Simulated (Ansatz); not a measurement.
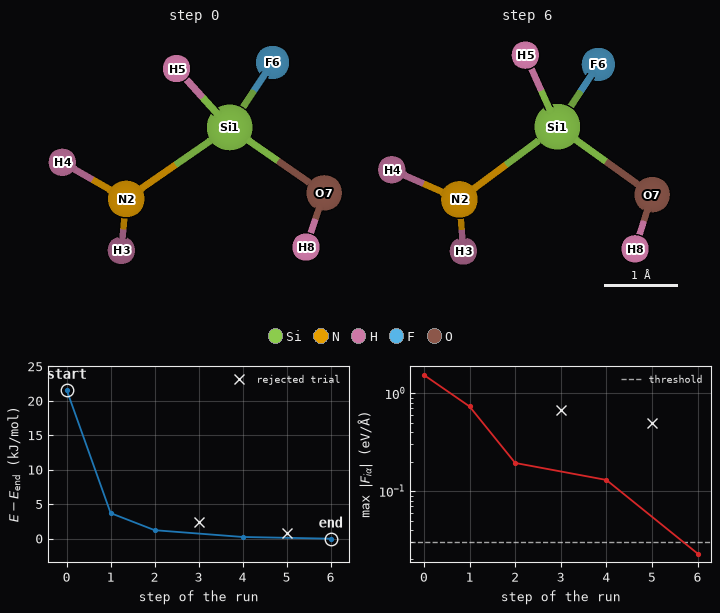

First and last geometry of a relaxation of SiNH4OF, with the history of the run. A ball-and-stick model, seen at a tilt.

The run prepares an end point of a later path (reaction) calculation, from a guessed geometry.

Level of theory: RKS revPBE-D4/def2-SVP (Ansatz). (no spin polarisation; force threshold 0.03 eV/Å; at most 50 steps)

### Read the history and describe the run.

It converged. The energy falls by 21.6 kJ/mol in 4 accepted moves (6 points after the start). The largest force component goes from 1.5 to 0.023 eV/Å. The line search rejected the trial steps at points 3, 5 of the run. H5 moves most after the best rigid fit: 0.31 Å. By element the largest moves are H 0.31 Å, F 0.10 Å, Si 0.08 Å, O 0.08 Å, N 0.02 Å. Some distances before and after: Si1–N2 1.766 → 1.727 Å, Si1–H5 1.460 → 1.496 Å, Si1–O7 1.665 → 1.672 Å. Bond angles that change, for instance: N2–Si1–H5 90.6° → 106.9°, H5–Si1–O7 120.8° → 115.5°, H5–Si1–F6 111.8° → 106.8°.
